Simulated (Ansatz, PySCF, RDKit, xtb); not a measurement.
# Which structure has the formula [BSiF2]+?, part 1 of 2

Task: start from the formula [BSiF2]+ (charge +1), draw up candidate structures, narrow them down in stages, and characterise the one that lies lowest at 200 K.

The funnel: GFN2-xTB relaxations, single points with a density functional, relaxations at PBE0-D3(BJ)/def2-SVP, harmonic vibrations, and a last energy at a higher level. All values are calculated.

7 further runs of the same task are left out: 7 set aside as unsound or not needed.

### 1 Candidates

All bonding patterns within simple valence rules are listed by program: one Lewis structure each, at most two rings and one unusual centre or charged pair. O–O, O–halogen and N–halogen bonds and N–N–N chains are not drawn. That gives 3 candidates.

| label | SMILES | spin |
| --- | --- | --- |
| c034 | F/B=[Si+]\F | singlet |
| c570 | F/B=[Si+]/F | singlet |
| c847 | [B+]=[Si](F)F | singlet |

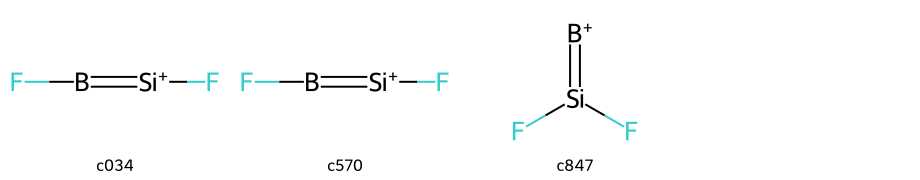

Structural formulas of the candidates.

Candidates are built by distance geometry, with a force field where one applies, in up to four conformers (letters a to d). 6 starts with atoms placed at random are added, to find patterns that the rules miss.

### 2 Cheap relaxation of all starts

All 9 starts are relaxed the same way. One of them, c697 (atoms placed at random), in full:

The input, start.xyz:

```xyz
4
c697
B      0.899960     0.297610    -0.640350
F     -0.254660     1.274830     0.804210
F     -1.187220     0.548680     0.215740
Si     0.873050     0.366300     1.227730
```

Run with:

```bash
$ xtb start.xyz --gfn 2 --opt --chrg 1
```

Log, shortened:

```text
* xtb version 6.7.1
[...]
          :  # basis functions                  22          :
[...]
          :  # electrons                        20          :
[...]
          :  Hamiltonian                  GFN2-xTB          :
[...]
          :  net charge                          1          :
          :  unpaired electrons                  0          :
[...]
   *** convergence criteria satisfied after 21 iterations ***
[...]
   *** GEOMETRY OPTIMIZATION CONVERGED AFTER 44 ITERATIONS ***
[...]
   *** convergence criteria satisfied after 3 iterations ***
[...]
         ::                     SUMMARY                     ::
         :::::::::::::::::::::::::::::::::::::::::::::::::::::
         :: total energy             -11.964822484398 Eh    ::
         :: gradient norm              0.000305632650 Eh/a0 ::
         :: HOMO-LUMO gap              1.472569719110 eV    ::
         ::.................................................::
         :: SCC energy               -12.022751257198 Eh    ::
         :: -> isotropic ES            0.151492665451 Eh    ::
         :: -> anisotropic ES         -0.000725418281 Eh    ::
         :: -> anisotropic XC         -0.010640861310 Eh    ::
         :: -> dispersion             -0.001435763005 Eh    ::
         :: repulsion energy           0.057928772800 Eh    ::
         :: add. restraining           0.000000000000 Eh    ::
         :: total charge               1.000000000000 e     ::
         :::::::::::::::::::::::::::::::::::::::::::::::::::::
[...]
        10        2.0000           -0.6376448             -17.3512 (HOMO)
        11                         -0.5835288             -15.8786 (LUMO)
[...]
     #   Z          covCN         q      C6AA      α(0)
     1   5 B        1.666     0.380    33.716    12.237
     2   9 F        0.705    -0.052     9.823     3.701
     3   9 F        0.723     0.001     9.365     3.614
     4  14 Si       1.650     0.671   173.186    27.986
[...]
     #   Z sym  total        # sym  WBO       # sym  WBO       # sym  WBO
 ---------------------------------------------------------------------------
     1   5 B    2.934 --     3 F    1.551     4 Si   1.303
     2   9 F    1.529 --     4 Si   1.442
     3   9 F    1.622 --     1 B    1.551
     4  14 Si   2.809 --     2 F    1.442     1 B    1.303
 ---------------------------------------------------------------------------
[...]
molecular dipole:
                 x           y           z       tot (Debye)
 q only:        0.382       0.891       1.048
   full:        0.296       0.593       0.868       2.777
molecular quadrupole (traceless):
[...]
          | TOTAL ENERGY              -11.964822484398 Eh   |
          | GRADIENT NORM               0.000305632650 Eh/α |
          | HOMO-LUMO GAP               1.472569719110 eV   |
           -------------------------------------------------
[...]
```

Run time: 0.11 s. Hardware: 1 thread of Intel Xeon 6975P-C (Granite Rapids), shared host.

### 3 The minima found

9 of the 9 relaxations converged; 6 ended on a minimum already found. 3 distinct structures remain:

| label | start | SMILES after | spin | energy (kcal/mol) |
| --- | --- | --- | --- | --- |
| c794 | random | [F][B]([F])[Si] ‡ | singlet | 0.0 |
| c219 | random and drawn | [F][B][Si][F] ‡ | singlet | 9.2 |
| c847a | drawn | [B+]=[Si](F)F | singlet | 62.5 |

‡ marks the bonded skeleton alone, with all bonds drawn single: no Lewis structure was assigned that passes a check against the bond lengths.

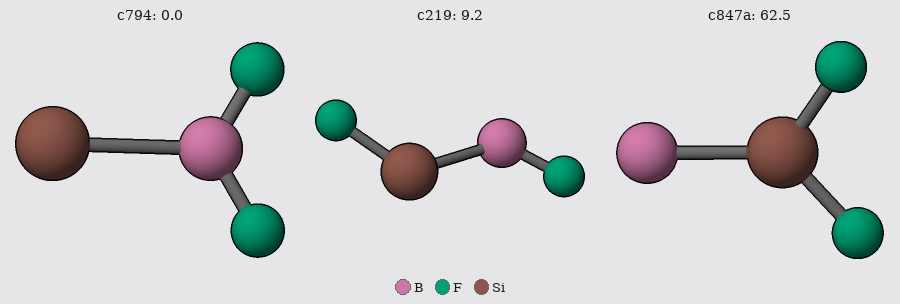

The 3 lowest minima that did not fall apart, with their GFN2-xTB energies in kcal/mol.

### 4 Screening with a density functional

A choice of the minima (the low ones first, few conformers of a pattern, up to a cap) and the lowest that fell apart get a single point at r2SCAN-D4/def2-SVP on the tight-binding geometry, and one at HF/STO-3G for comparison. The lowest singlets are also tried as triplets at the same geometry (label ending in t). The first, c794:

The input, input.yaml:

```yaml
crystal:
  periodic: [false, false, false]
  atoms:
    - {symbol: B, position_ang: [-0.641626, 0.211681, -0.386578]}
    - {symbol: F, position_ang: [-1.267313, 1.205752, 0.137224]}
    - {symbol: F, position_ang: [-0.584877, 0.082329, -1.664626]}
    - {symbol: Si, position_ang: [0.316746, -1.243853, 0.888441]}
basis:
  gaussian: {orbitals: def2-SVP}
total_charge: 1
output: {orbitals: {seedname: orbitals}}
hamiltonian: {xc: r2scan, dispersion: d4}
scf: {lower_state_search: off}
```

Run with:

```bash
$ ansatz run input.yaml --threads 1 --pin off --max-ram 2610MiB --events-out events.jsonl --progress --plain --runs-dir runs
```

Log, shortened:

```text
Warning: RAYON_NUM_THREADS=1 ignored (pool sized by the plan → 1); use --threads N
Functional definition: r2SCAN
  name "r2SCAN"
[...]
646 factors; their error is unknown
[...]
mean field -13968.55960595 eV, -513.3350972890 hartree, gradient 2.7e-6 eV, S^2 0.000000; 0 other end points of the search recorded, 0 dependent functions left out
reference -13968.55961441 eV, -513.3350975997 hartree; 18, 18 occupied and 42, 42 virtual orbitals, 646 factors
Total energy: -13968.57385406 eV, -513.3356208971 hartree
Checks for a lower state left out: stability, starts, cluster_reference, orbital_swaps, neighbouring_geometries, increment
```

Run time: 0.58 s. Hardware: 1 thread of Intel Xeon 6975P-C (Granite Rapids), shared host.

Relative energies in kcal/mol, each column from its lowest structure that stays in one piece:

| label | SMILES | spin | GFN2-xTB | HF/STO-3G | r2SCAN-D4/def2-SVP |
| --- | --- | --- | --- | --- | --- |
| c794 | [F][B]([F])[Si] ‡ | singlet | 0.0 | 0.0 | 0.0 |
| c794t | [F][B]([F])[Si] ‡ | triplet | – | – | 16.3 |
| c219 | [F][B][Si][F] ‡ | singlet | 9.2 | 43.6 | 17.4 |
| c219t | [F][B][Si][F] ‡ | triplet | – | – | 30.3 |
| c847at | [B+]=[Si](F)F | triplet | – | – | 63.8 |
| c847a | [B+]=[Si](F)F | singlet | 62.5 | 145.6 | 90.5 |

‡ marks the bonded skeleton alone, with all bonds drawn single: no Lewis structure was assigned that passes a check against the bond lengths.

### 5 Refinement at PBE0-D3(BJ)/def2-SVP

3 candidates are relaxed at PBE0-D3(BJ)/def2-SVP (chosen among the lowest in one piece, with other spins of them). The first, c794:

The input, input.yaml:

```yaml
crystal:
  periodic: [false, false, false]
  atoms:
    - symbol: B
      position_ang: [-0.641626, 0.211681, -0.386578]
    - symbol: F
      position_ang: [-1.267313, 1.205752, 0.137224]
    - symbol: F
      position_ang: [-0.584877, 0.082329, -1.664626]
    - symbol: Si
      position_ang: [0.316746, -1.243853, 0.888441]
basis:
  gaussian:
    orbitals: def2-SVP
total_charge: 1
hamiltonian:
  xc: pbe0
  dispersion: d3bj
scf:
  lower_state_search: off
relax:
  f_tol: 0.003
```

Run with:

```bash
$ ansatz run input.yaml --threads 1 --pin off --max-ram 2610MiB --events-out events.jsonl --progress --plain --runs-dir runs
```

Log, shortened:

```text
Warning: RAYON_NUM_THREADS=1 ignored (pool sized by the plan → 1); use --threads N
[...]
Functional definition: PBE0
  name "PBE0"
[...]
613 factors; integrals over basis functions are off by at most 5.8e-4 eV
[...]
mean field -13962.86053288 eV, -513.1256602164 hartree, gradient 5.5e-6 eV, S^2 0.000000; 0 other end points of the search recorded, 0 dependent functions left out
[...]
reference -13962.86055466 eV, -513.1256610168 hartree; 18, 18 occupied and 42, 42 virtual orbitals, 613 factors
relax step   1: F+E_penalty+E_count = -13962.91442277 eV  Δ(F+E_penalty+E_count) = +0.000e0 eV  max|allowed force component| = 6.421e-1 eV/Å  Δτ_max = 0.0000 Å  (14 SCF iters, accepted)
[...]
relax step   5: F+E_penalty+E_count = -13962.93992048 eV  Δ(F+E_penalty+E_count) = -2.566e-4 eV  max|allowed force component| = 3.074e-2 eV/Å  Δτ_max = 0.0036 Å  (15 SCF iters, accepted)
[...]
relax step   6: F+E_penalty+E_count = -13962.93996679 eV  Δ(F+E_penalty+E_count) = -4.631e-5 eV  max|allowed force component| = 4.338e-4 eV/Å  Δτ_max = 0.0026 Å  (15 SCF iters, accepted)
Total energy: -13962.93998851 eV, -513.1285801573 hartree
Atom 0 at    -0.646296     0.218837    -0.392021 Å, force    -0.000105     0.000434     0.000306 eV/Å
Atom 1 at    -1.267672     1.207084     0.172648 Å, force     0.000016    -0.000134    -0.000251 eV/Å
Atom 2 at    -0.566597     0.053070    -1.675638 Å, force     0.000057    -0.000185     0.000145 eV/Å
Atom 3 at     0.303495    -1.223082     0.869472 Å, force     0.000033    -0.000115    -0.000200 eV/Å
Dipole moment:     0.554199    -0.841417     0.735834 e Å
Checks for a lower state left out: stability, starts, cluster_reference, orbital_swaps, neighbouring_geometries, increment
```

It took 3.6 s on 1 thread of Intel Xeon 6975P-C (Granite Rapids), shared host.

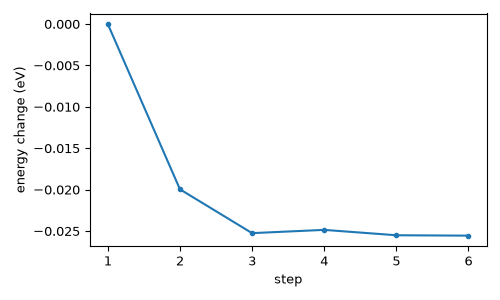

Energy along the run, all evaluated steps.

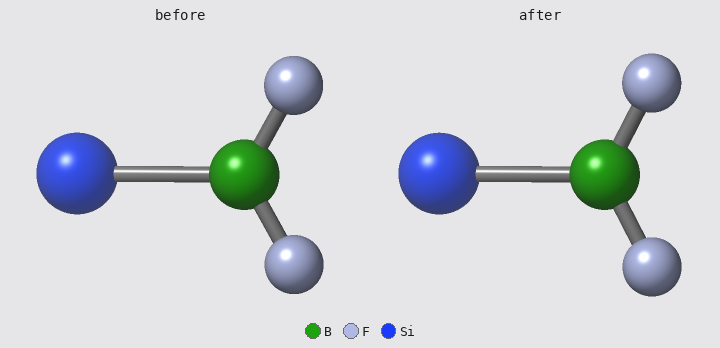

Before and after, at one scale.

After the run. Bond lengths: B1–F2 1.297 Å, B1–F3 1.297 Å, B1–Si4 2.138 Å. Angles: F2–B1–F3 123.9°, F2–B1–Si4 118.0°, F3–B1–Si4 118.1°.

### 6 After refinement

| label | spin | r2SCAN-D4/def2-SVP (kcal/mol) | PBE0-D3(BJ)/def2-SVP, relaxed (kcal/mol) | time |
| --- | --- | --- | --- | --- |
| c794 | singlet | 0.0 | 0.0 | 3.6 s |
| c219 | singlet | 17.4 | 2.2 | 7.5 s |
| c794t | triplet | 16.3 | 19.4 | 8.4 s |

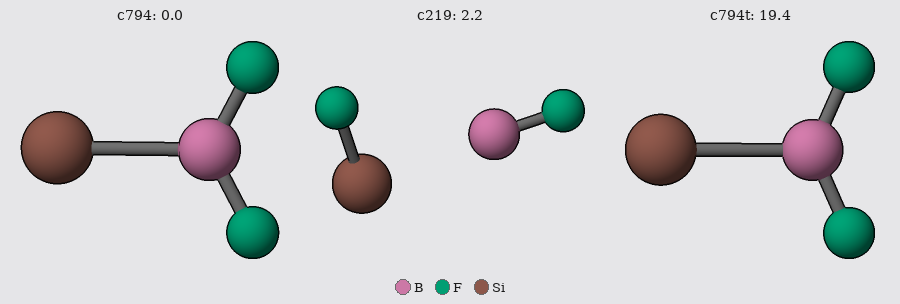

The relaxed structures, with energies at PBE0-D3(BJ)/def2-SVP in kcal/mol.

### 7 Vibrations and thermal terms

The lowest few in one piece go on as finalists. Harmonic vibrations at PBE0-D3(BJ)/def2-SVP test each finalist and give the zero-point energy and the thermal terms. The first, c794:

The input, input.yaml:

```yaml
crystal:
  periodic: [false, false, false]
  atoms:
    - symbol: B
      position_ang: [-0.646296, 0.218837, -0.392021]
    - symbol: F
      position_ang: [-1.267672, 1.207084, 0.172648]
    - symbol: F
      position_ang: [-0.566597, 0.053070, -1.675638]
    - symbol: Si
      position_ang: [0.303495, -1.223082, 0.869472]
basis:
  gaussian:
    orbitals: def2-SVP
total_charge: 1
magnetization:
  spin_polarized: false
  initial_magnetization: 0
hamiltonian:
  xc: pbe0
  dispersion: d3bj
scf:
  lower_state_search: "off"
phonons: {}
```

Run with:

```bash
$ ansatz run input.yaml --threads 1 --pin off --max-ram 2610MiB --events-out events.jsonl --progress --plain --runs-dir runs
```

Log, shortened:

```text
Warning: RAYON_NUM_THREADS=1 ignored (pool sized by the plan → 1); use --threads N
Functional definition: PBE0
  name "PBE0"
[...]
615 factors; integrals over basis functions are off by at most 3.7e-4 eV
[...]
mean field -13962.88592078 eV, -513.1265932047 hartree, gradient 1.5e-6 eV, S^2 0.000000; 0 other end points of the search recorded, 0 dependent functions left out
[...]
reference -13962.88594251 eV, -513.1265940031 hartree; 18, 18 occupied and 42, 42 virtual orbitals, 615 factors
[...]
615 factors; integrals over basis functions are off by at most 3.7e-4 eV
mean field -13962.88586643 eV, -513.1265912075 hartree, gradient 1.6e-6 eV, S^2 0.000000; 0 other end points of the search recorded, 0 dependent functions left out
[...]
reference -13962.88588816 eV, -513.1265920059 hartree; 18, 18 occupied and 42, 42 virtual orbitals, 615 factors
[...]
615 factors; integrals over basis functions are off by at most 3.7e-4 eV
[...]
615 factors; integrals over basis functions are off by at most 3.6e-4 eV
[...]
mean field -13962.88590451 eV, -513.1265926066 hartree, gradient 8.3e-7 eV, S^2 0.000000; 0 other end points of the search recorded, 0 dependent functions left out
[...]
reference -13962.88592623 eV, -513.1265934049 hartree; 18, 18 occupied and 42, 42 virtual orbitals, 615 factors
Total energy: -13962.93999021 eV, -513.1285802195 hartree
Atom 0 at    -0.646296     0.218837    -0.392021 Å, force    -0.000093     0.000411     0.000291 eV/Å
Atom 1 at    -1.267672     1.207084     0.172648 Å, force     0.000002    -0.000110    -0.000239 eV/Å
Atom 2 at    -0.566597     0.053070    -1.675638 Å, force     0.000058    -0.000186     0.000151 eV/Å
Atom 3 at     0.303495    -1.223082     0.869472 Å, force     0.000033    -0.000115    -0.000203 eV/Å
Dipole moment:     0.554198    -0.841417     0.735834 e Å
Vibrations: 126.99 335.84 404.54 593.18 1232.98 1529.33 cm⁻¹, zero-point energy 0.261784 eV
Checks for a lower state left out: stability, starts, cluster_reference, orbital_swaps, neighbouring_geometries, increment
```

It took 12 s on 1 thread of Intel Xeon 6975P-C (Granite Rapids), shared host.

### 8 Thermal terms of the finalists

At 200 K and 1 atm, ideal gas, rigid rotor and harmonic oscillator:

| label | SMILES | spin | point group | lowest mode (cm⁻¹) | zero-point (kcal/mol) | G − E (kcal/mol) |
| --- | --- | --- | --- | --- | --- | --- |
| c794 | [F][B]([F])[Si] ‡ | singlet | C2v | 127 | 6.0 | -4.6 |
| c219 | [F][B][Si][F] ‡ | singlet | Cs | 92 | 4.9 | -6.3 |
| c794t | [F][B]([F])[Si] ‡ | triplet | C2v | 153 | 6.1 | -5.0 |

‡ marks the bonded skeleton alone, with all bonds drawn single: no Lewis structure was assigned that passes a check against the bond lengths.

### 9 Energies at the top level

Single points at CCSD(T)/def2-TZVPP on the refined geometries decide the order.

c794, CCSD(T)/def2-TZVPP:

input.yaml: that of step 7 with these lines changed.

```diff
@@ -13,12 +13,6 @@
   gaussian:
-    orbitals: def2-SVP
+    orbitals: def2-TZVPP
 total_charge: 1
-magnetization:
-  spin_polarized: false
-  initial_magnetization: 0
-hamiltonian:
-  xc: pbe0
-  dispersion: d3bj
-scf:
-  lower_state_search: "off"
-phonons: {}
+correlation:
+  method: ccsd_t
+  frozen_orbitals: {F: 1, B: 1, Si: 5}
```

Run with:

```bash
$ ansatz run input.yaml --threads 1 --pin off --max-ram 2610MiB --events-out events.jsonl --progress --plain --runs-dir runs
```

Log, shortened:

```text
Warning: RAYON_NUM_THREADS=1 ignored (pool sized by the plan → 1); use --threads N
Functional definition: HF
  name "HF"
[...]
871 factors; integrals over basis functions are off by at most 1.5e-3 eV
[...]
mean field -13941.93039374 eV, -512.3564917901 hartree, gradient 1.3e-6 eV, S^2 0.000000; 1 other end points of the search recorded, 0 dependent functions left out; unrestricted orbitals would lower it
8 core orbitals not correlated: weight in the atoms' cores, before any rotation towards them, 1.000 or more for the frozen orbitals, at most 0.000 for the correlated occupied ones
reference -13941.93039374 eV, -512.3564917901 hartree; 10, 10 occupied and 117, 117 virtual orbitals, 871 factors
second order -17.49492689 eV of doubles, -0.00000000 eV of singles
cycle   1  -17.49320441 eV  change    1.7e-3 eV  update   1.1e-1
[...]
cycle  12  -18.07644306 eV  change   -1.3e-5 eV  update   9.0e-6
perturbative correction -0.56982256 eV, -0.0209405930 hartree
Total energy: -13960.57665936 eV, -513.0417294129 hartree
```

It took 10 s on 1 thread of Intel Xeon 6975P-C (Granite Rapids), shared host; peak memory 0.86 GiB.

### 10 c219 at CCSD(T)/def2-TZVPP

The input, input.yaml:

```yaml
crystal:
  periodic: [false, false, false]
  atoms:
    - {symbol: B, position_ang: [0.403988, 0.431186, 0.635134]}
    - {symbol: F, position_ang: [1.154235, 0.179447, 1.578665]}
    - {symbol: F, position_ang: [-0.134090, 0.190777, -2.162572]}
    - {symbol: Si, position_ang: [-1.097204, 0.957410, -1.139407]}
basis:
  gaussian:
    orbitals: def2-TZVPP
total_charge: 1
correlation:
  method: ccsd_t
  frozen_orbitals: {F: 1, B: 1, Si: 5}
```

Run with:

```bash
$ ansatz run input.yaml --threads 1 --pin off --max-ram 2610MiB --events-out events.jsonl --progress --plain --runs-dir runs
```

Log, shortened:

```text
Warning: RAYON_NUM_THREADS=1 ignored (pool sized by the plan → 1); use --threads N
Functional definition: HF
  name "HF"
[...]
865 factors; integrals over basis functions are off by at most 1.3e-3 eV
[...]
mean field -13942.14952590 eV, -512.3645447484 hartree, gradient 2.4e-6 eV, S^2 0.000000; 0 other end points of the search recorded, 0 dependent functions left out; unrestricted orbitals would lower it
8 core orbitals not correlated: weight in the atoms' cores, before any rotation towards them, 1.000 or more for the frozen orbitals, at most 0.000 for the correlated occupied ones
reference -13942.14952590 eV, -512.3645447484 hartree; 10, 10 occupied and 117, 117 virtual orbitals, 865 factors
second order -17.57489554 eV of doubles, -0.00000000 eV of singles
cycle   1  -17.48196682 eV  change    9.3e-2 eV  update   1.2e-1
[...]
cycle  11  -18.09258161 eV  change    2.4e-5 eV  update   7.7e-6
perturbative correction -0.61406032 eV, -0.0225663006 hartree
Total energy: -13960.85616783 eV, -513.0520011594 hartree
```

It took 7.2 s on 1 thread of Intel Xeon 6975P-C (Granite Rapids), shared host; peak memory 0.67 GiB.

For c794, c219 the log finds that unrestricted Hartree-Fock orbitals lie lower, a sign to watch the closed-shell reference there.

### 11 The ranking

Energies in kcal/mol from c219; G adds the thermal terms to the CCSD(T)/def2-TZVPP energy. The columns left of the relaxed level are at the tight-binding geometries.

| label | SMILES | spin | r2SCAN-D4/def2-SVP | PBE0-D3(BJ)/def2-SVP | HF/def2-TZVPP | MP2/def2-TZVPP | CCSD(T)/def2-TZVPP | G | share at equilibrium | T1 |
| --- | --- | --- | --- | --- | --- | --- | --- | --- | --- | --- |
| c219 | [F][B][Si][F] ‡ | singlet | 0.0 | 0.0 | 0.0 | 0.0 | 0.0 | 0.0 | 100.0 % | 0.017 |
| c794 | [F][B]([F])[Si] ‡ | singlet | -17.4 | -2.2 | 5.1 | 6.9 | 6.4 | 8.1 | < 0.1 % | 0.016 |
| c794t | [F][B]([F])[Si] ‡ | triplet | -1.1 | 17.3 | 18.2 | 30.1 | 31.9 | 33.2 | < 0.1 % | 0.020 |

‡ marks the bonded skeleton alone, with all bonds drawn single: no Lewis structure was assigned that passes a check against the bond lengths.

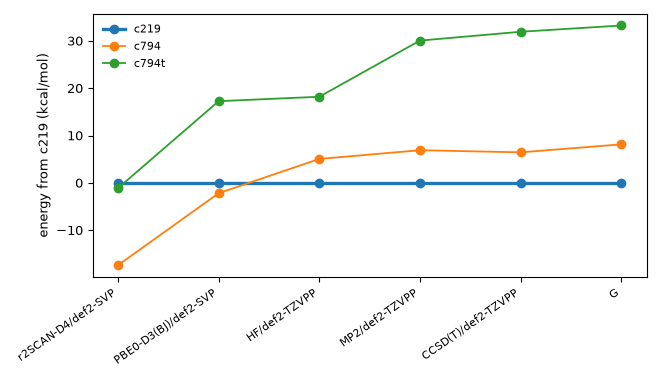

The finalists at each level, measured from c219.

Lowest found: c219, `[F][B][Si][F]` ‡, a singlet of point group Cs. Bond lengths: B1–F2 1.231 Å, F3–Si4 1.601 Å. A long bond or contact: B1–Si4 2.383 Å.

```xyz
4

B     0.4040    0.4312    0.6351
F     1.1542    0.1794    1.5787
F    -0.1341    0.1908   -2.1626
Si   -1.0972    0.9574   -1.1394
```

‡ marks the bonded skeleton alone, with all bonds drawn single: no Lewis structure was assigned that passes a check against the bond lengths.

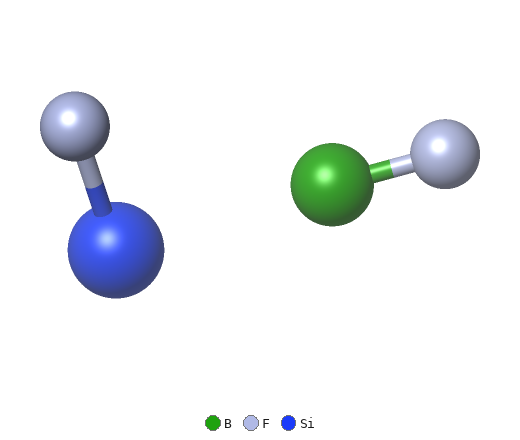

The lowest structure found, seen from a chosen angle (boron green, fluorine light blue, silicon blue).

### 12 Density, orbitals and dipole (PBE0/def2-TZVPD)

The input, input.yaml:

```yaml
crystal:
  periodic: [false, false, false]
  atoms:
    - symbol: B
      position_ang: [0.403988, 0.431186, 0.635134]
    - symbol: F
      position_ang: [1.154235, 0.179447, 1.578665]
    - symbol: F
      position_ang: [-0.134090, 0.190777, -2.162572]
    - symbol: Si
      position_ang: [-1.097204, 0.957410, -1.139407]
basis:
  gaussian: {orbitals: def2-TZVPD}
total_charge: 1
output: {forces: true, orbitals: {seedname: orbitals}}
hamiltonian: {xc: {name: PBE0}}
```

Run with:

```bash
$ ansatz run input.yaml --threads 1 --pin off --max-ram 2610MiB --events-out events.jsonl --progress --plain --runs-dir runs
```

Log, shortened:

```text
Warning: RAYON_NUM_THREADS=1 ignored (pool sized by the plan → 1); use --threads N
Functional definition: PBE0
  name "PBE0"
[...]
855 factors; their error is unknown
[...]
mean field -13973.23433290 eV, -513.5068903357 hartree, gradient 4.6e-5 eV, S^2 0.000000; 0 other end points of the search recorded, 0 dependent functions left out
[...]
reference -13973.23436786 eV, -513.5068916204 hartree; 18, 18 occupied and 142, 142 virtual orbitals, 855 factors
Total energy: -13973.23436786 eV, -513.5068916204 hartree
Atom 0 at     0.403988     0.431186     0.635134 Å, force     0.102906    -0.032839     0.137935 eV/Å
Atom 1 at     1.154235     0.179447     1.578665 Å, force    -0.105488     0.034466    -0.137348 eV/Å
Atom 2 at    -0.134090     0.190777    -2.162572 Å, force    -0.586466     0.466421     0.621007 eV/Å
Atom 3 at    -1.097204     0.957410    -1.139407 Å, force     0.589049    -0.468049    -0.621594 eV/Å
Dipole moment:    -0.288217     0.243990     0.379606 e Å
```

Wall time 2.4 s (1 thread of Intel Xeon 6975P-C (Granite Rapids), shared host).

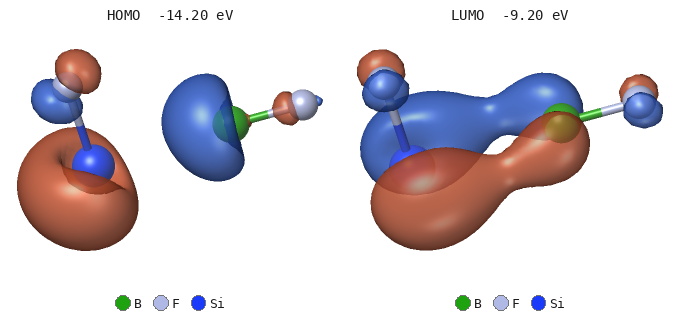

Frontier orbitals of this run, surfaces at ±0.2 Å^-3/2.

(Continued in part 2 of 2.)
